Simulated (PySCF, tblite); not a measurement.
# C3H8Si: dynamics, then NMR shifts on frames, part 1 of 2

Aim: move C3H8Si (`C[SiH]1CC1`) away from its starting geometry and see how NMR shifts follow the geometry.

Computed with tblite 0.8.0 and PySCF 2.14.0, with density-fitted response routines of our own, on a single molecule in the gas phase. Atoms count from 0, in the outputs and in this text.

## Step 1: The molecule as given

12 atoms, charge 0, multiplicity 1; geometry from: GFN2-xTB.

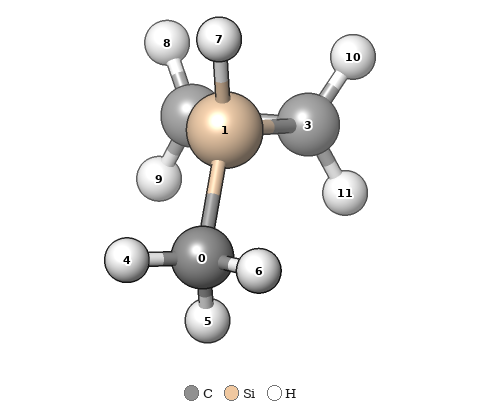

As it starts; carbon grey, silicon light orange, hydrogen white, atoms numbered.

## Step 2: A short Langevin run with GFN2-xTB

Job settings and geometry (Å):

```
{"job": {"kind": "md", "xc": "GFN2-xTB", "basis": "xTB", "temperature": 300, "steps": 2000, "every": 50, "frames": 5}, "charge": 0, "multiplicity": 1}
C      1.873235     0.226504    -0.160933
Si     0.228712    -0.184486     0.676056
C     -1.207634    -0.812365    -0.367042
C     -1.346910     0.655621     0.079460
H      2.540420    -0.630481    -0.149926
H      1.723885     0.520126    -1.195458
H      2.378677     1.042407     0.347572
H      0.302322    -0.601499     2.069372
H     -1.931253    -1.498165     0.049855
H     -1.090761    -0.968543    -1.430553
H     -2.154153     0.859294     0.768256
H     -1.315343     1.390903    -0.712686
```

With the program's defaults for keys left out, this is: GFN2-xTB Langevin dynamics, gas phase.

Run with:

```console
$ OMP_NUM_THREADS=1 python probes_run.py task.json out
```

This one command runs all jobs of the session in turn.

The log of the run:

```text
t/fs     T/K      E/eV
    0.0   261.5   -330.86089
   25.0   190.2   -330.64407
   50.0   338.9   -330.54279
   75.0   344.5   -330.50584
  100.0   233.2   -330.50359
  125.0   187.4   -330.43284
  150.0   255.9   -330.49851
  175.0   302.8   -330.51664
  200.0   271.8   -330.57582
  225.0   225.9   -330.57427
  250.0   282.9   -330.57802
  275.0   234.4   -330.50056
  300.0   408.3   -330.60959
  325.0   265.4   -330.37208
  350.0   408.6   -330.54616
  375.0   279.3   -330.44794
  400.0   309.4   -330.40851
  425.0   322.4   -330.53021
  450.0   347.4   -330.49278
  475.0   286.3   -330.60029
  500.0   264.8   -330.62284
  525.0   189.0   -330.52260
  550.0   265.3   -330.67547
  575.0   255.4   -330.58542
  600.0   188.6   -330.43990
  625.0   246.3   -330.47356
  650.0   363.0   -330.48911
  675.0   336.6   -330.47814
  700.0   230.1   -330.46759
  725.0   328.4   -330.47300
  750.0   305.6   -330.46438
  775.0   243.4   -330.42124
  800.0   254.8   -330.41967
  825.0   349.7   -330.49710
  850.0   285.5   -330.54573
  875.0   300.6   -330.66821
  900.0   246.4   -330.59207
  925.0   321.8   -330.66378
  950.0   244.8   -330.42390
  975.0   349.9   -330.62219
 1000.0   318.5   -330.55104
```

Run time: 7.4 s. Hardware: 1 thread of Arm Neoverse V1, shared host; peak memory 0.18 GiB.

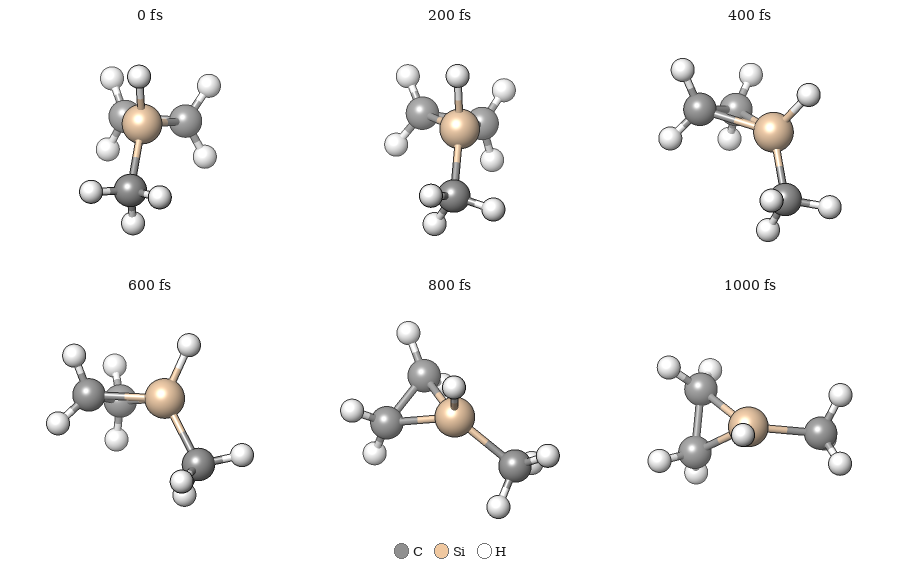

Frames of the run.

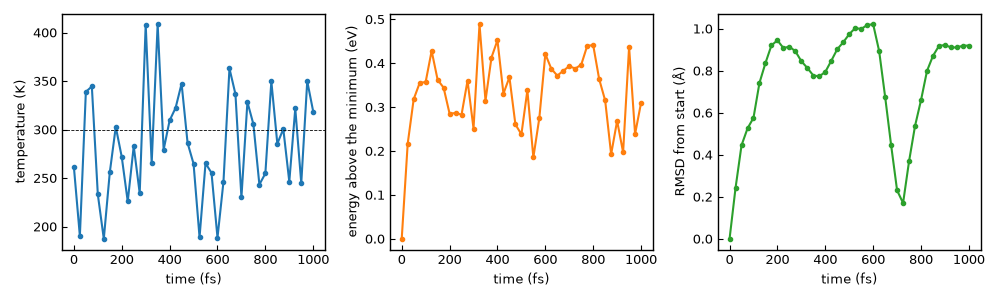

Temperature, potential energy and distance from the start.

Positions (Å) and forces (eV/Å) at 1000 fs:

```xyz
12

C    -1.014    1.090    1.437   -0.692   -0.594    0.876
Si   -0.180   -0.597    1.423   -1.360   -0.123   -0.805
C    -0.390   -1.713   -0.076   -0.999   -0.668    0.060
C    -1.291   -2.146    1.151    1.421    0.103    0.282
H    -1.486    1.225    2.417    0.188    0.151   -0.152
H    -0.302    1.869    1.301    0.258    0.550   -0.254
H    -1.822    1.136    0.729   -0.015    0.201   -0.379
H     1.090   -0.516    2.071    0.548   -0.251    0.386
H     0.436   -2.402   -0.114    0.146   -0.174   -0.675
H    -0.933   -1.594   -1.052    0.797    0.095    1.155
H    -0.919   -3.038    1.692   -0.397    0.419   -0.558
H    -2.360   -2.190    1.013    0.105    0.292    0.063
```

## Step 3: Nuclear shieldings: 250 fs, PBE0/pcSseg-1

Job settings and geometry (Å):

```
{"job": {"kind": "nmr", "xc": "PBE0", "basis": "pcSseg-1", "pop": false}, "charge": 0, "multiplicity": 1}
C      1.243800     1.127000     0.089000
Si    -0.278400     0.304400     0.904200
C     -1.338600    -1.059900     0.156900
C     -1.993500     0.357000     0.042500
H      1.205700     2.168900     0.258600
H      2.174800     0.669600     0.480900
H      1.288500     0.822000    -0.951100
H     -0.450900     0.085000     2.295200
H     -1.945500    -1.728100     0.792500
H     -1.093700    -1.524400    -0.800400
H     -2.900700     0.598500     0.595200
H     -2.048200     0.771800    -0.939000
```

With the program's defaults for keys left out, this is: GIAO PBE0/pcSseg-1 NMR shielding, non-relativistic, gas phase.

The log of the run:

```text
coarse grid: 9848 points
cycle   1  E = -408.2036106542  dE =  1.875e-01  |g| = 4.471e-01  |ddm| = 2.962e+00
cycle   2  E = -408.1617203937  dE =  4.189e-02  |g| = 5.896e-01  |ddm| = 1.026e+00
cycle   3  E = -408.2585041666  dE = -9.678e-02  |g| = 5.660e-02  |ddm| = 6.562e-01
cycle   4  E = -408.2592661191  dE = -7.620e-04  |g| = 2.276e-02  |ddm| = 7.677e-02
cycle   5  E = -408.2594038356  dE = -1.377e-04  |g| = 3.484e-03  |ddm| = 2.185e-02
cycle   6  E = -408.2594074920  dE = -3.656e-06  |g| = 5.505e-04  |ddm| = 5.438e-03
final grid: 88528 points
cycle   7  E = -408.2830617635  dE = -1.810e-05  |g| = 6.736e-03  |ddm| = 1.706e-02
cycle   8  E = -408.2830544628  dE =  7.301e-06  |g| = 8.517e-03  |ddm| = 1.278e-02
cycle   9  E = -408.2830735769  dE = -1.911e-05  |g| = 6.752e-04  |ddm| = 7.718e-03
cycle  10  E = -408.2830736916  dE = -1.147e-07  |g| = 2.159e-04  |ddm| = 9.443e-04
cycle  11  E = -408.2830737041  dE = -1.253e-08  |g| = 3.456e-05  |ddm| = 2.065e-04
cycle  12  E = -408.2830737044  dE = -2.774e-10  |g| = 8.916e-06  |ddm| = 4.704e-05
converged SCF energy = -408.2830737044

GIAO shielding tensors (ppm)
atom      isotropic    diamagn.    paramagn.     s11        s22        s33       span
  0 C      197.617     254.347     -56.730    185.732    198.530    208.589     22.856
  1 Si     480.775     881.466    -400.690    354.906    383.037    704.384    349.478
  2 C      185.965     253.562     -67.597    166.913    181.394    209.588     42.674
  3 C      190.667     256.339     -65.673    165.756    183.350    222.894     57.137
  4 H       31.502      30.310       1.193     25.800     29.294     39.413     13.613
  5 H       30.684      29.549       1.135     25.708     27.594     38.751     13.043
  6 H       31.899      32.053      -0.154     26.182     29.687     39.828     13.646
  7 H       29.187      30.025      -0.838     22.807     26.945     37.809     15.002
  8 H       30.776      30.110       0.666     24.839     26.615     40.873     16.035
  9 H       30.616      31.755      -1.140     26.044     26.975     38.828     12.784
 10 H       31.106      30.499       0.607     25.715     26.489     41.114     15.400
 11 H       31.869      32.980      -1.112     26.805     28.090     40.711     13.906
```

Wall time 8 s (1 thread of Arm Neoverse V1, shared host); peak memory 0.53 GiB.

The references, computed at this level on geometries of the same kind, shield at (ppm): 1H TMS 31.72, 13C TMS 186.9, 29Si TMS 349.2. Their shielding less the atom's gives the shift. The references are single molecules in the gas phase. Each atom is listed at this fixed geometry, with no averaging over motion; a spectrum would average atoms that exchange fast.

```csv
atoms,environment,σ (ppm),δ (ppm)
C2,three-membered-ring carbon,186.0,1.0
C3,three-membered-ring carbon,190.7,-3.7
C0,methyl carbon bonded to Si,197.6,-10.7
H7,"hydrogen on a silicon bonded to 3 C, in a 3-membered ring",29.19,2.53
H9,hydrogen on a three-membered-ring carbon,30.62,1.10
H5,hydrogen on a methyl carbon bonded to Si,30.68,1.03
H8,hydrogen on a three-membered-ring carbon,30.78,0.94
H10,hydrogen on a three-membered-ring carbon,31.11,0.61
H4,hydrogen on a methyl carbon bonded to Si,31.50,0.21
H11,hydrogen on a three-membered-ring carbon,31.87,-0.15
H6,hydrogen on a methyl carbon bonded to Si,31.90,-0.18
Si1,"silicon bonded to 3 C, H, in a 3-membered ring",480.8,-131.6
```

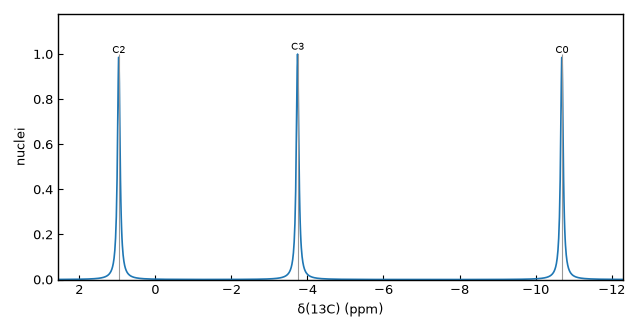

13C lines at the computed shifts, without couplings. Lines are broadened to a width of 0.08 ppm (Lorentzian).

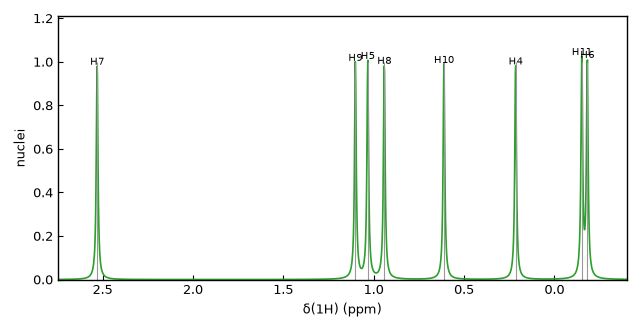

1H lines at the computed shifts, without couplings. Lines are broadened to a width of 0.01 ppm (Lorentzian).

Ring of atoms Si1, C2, C3: NICS(0) -27.3, NICS(1) -8.1, NICS(1)zz -16.2 ppm (means of both faces).

In rings of three or four atoms NICS is ruled by the nearby σ bonds, so it says little on aromaticity.

## Step 4: Shielding tensors: 425 fs, PBE0/pcSseg-1

Job settings and geometry (Å):

```
{"job": {"kind": "nmr", "xc": "PBE0", "basis": "pcSseg-1", "pop": false}, "charge": 0, "multiplicity": 1}
C      0.664200     1.458700     0.403500
Si    -0.716300     0.282600     1.124900
C     -0.786100    -1.570800     1.077700
C     -2.006300    -0.854300     0.368200
H      0.243600     2.489800     0.339100
H      1.518900     1.446900     1.011700
H      0.898100     1.047300    -0.596200
H     -1.315400     0.849700     2.296500
H     -0.988100    -2.056200     2.001300
H     -0.148500    -2.129800     0.441600
H     -3.000100    -0.821200     0.866800
H     -2.141200    -1.033900    -0.712400
```

Level: GIAO PBE0/pcSseg-1 NMR shielding, non-relativistic, gas phase.

The log of the run:

```text
coarse grid: 9848 points
cycle   1  E = -408.2110271542  dE =  1.748e-01  |g| = 4.273e-01  |ddm| = 2.953e+00
cycle   2  E = -408.1817975445  dE =  2.923e-02  |g| = 5.372e-01  |ddm| = 8.669e-01
cycle   3  E = -408.2602066288  dE = -7.841e-02  |g| = 5.112e-02  |ddm| = 5.437e-01
cycle   4  E = -408.2608170598  dE = -6.104e-04  |g| = 2.272e-02  |ddm| = 7.270e-02
cycle   5  E = -408.2609553924  dE = -1.383e-04  |g| = 3.366e-03  |ddm| = 2.153e-02
cycle   6  E = -408.2609587057  dE = -3.313e-06  |g| = 6.861e-04  |ddm| = 5.121e-03
final grid: 88528 points
cycle   7  E = -408.2845208243  dE = -1.857e-05  |g| = 6.785e-03  |ddm| = 1.708e-02
cycle   8  E = -408.2845137861  dE =  7.038e-06  |g| = 8.507e-03  |ddm| = 1.257e-02
cycle   9  E = -408.2845328175  dE = -1.903e-05  |g| = 6.212e-04  |ddm| = 7.508e-03
cycle  10  E = -408.2845329106  dE = -9.310e-08  |g| = 2.154e-04  |ddm| = 8.371e-04
cycle  11  E = -408.2845329232  dE = -1.257e-08  |g| = 3.208e-05  |ddm| = 2.034e-04
cycle  12  E = -408.2845329234  dE = -2.246e-10  |g| = 1.013e-05  |ddm| = 4.516e-05
converged SCF energy = -408.2845329234

GIAO shielding tensors (ppm)
atom      isotropic    diamagn.    paramagn.     s11        s22        s33       span
  0 C      192.432     254.629     -62.197    182.470    191.382    203.443     20.972
  1 Si     451.547     881.212    -429.665    311.062    368.841    674.740    363.678
  2 C      195.613     255.127     -59.514    171.975    193.771    221.095     49.120
  3 C      186.951     256.285     -69.334    160.362    183.891    216.600     56.238
  4 H       30.315      29.059       1.256     25.502     27.686     37.756     12.254
  5 H       31.756      31.564       0.191     26.806     29.517     38.944     12.138
  6 H       31.375      31.928      -0.553     25.880     29.028     39.217     13.338
  7 H       28.946      30.006      -1.061     22.846     27.131     36.860     14.014
  8 H       31.681      30.475       1.206     26.107     26.927     42.010     15.903
  9 H       31.678      32.980      -1.302     26.884     27.836     40.313     13.429
 10 H       30.684      29.359       1.326     25.061     26.493     40.500     15.439
 11 H       30.196      31.531      -1.336     25.379     26.945     38.263     12.884
```

It took 6.6 s on 1 thread of Arm Neoverse V1, shared host; peak memory 0.54 GiB.

In short: δ C3 0.0, C0 -5.5, C2 -8.7, Si1 -102.4, H7 2.77, H11 1.52 ppm.

(Continued in part 2 of 2.)
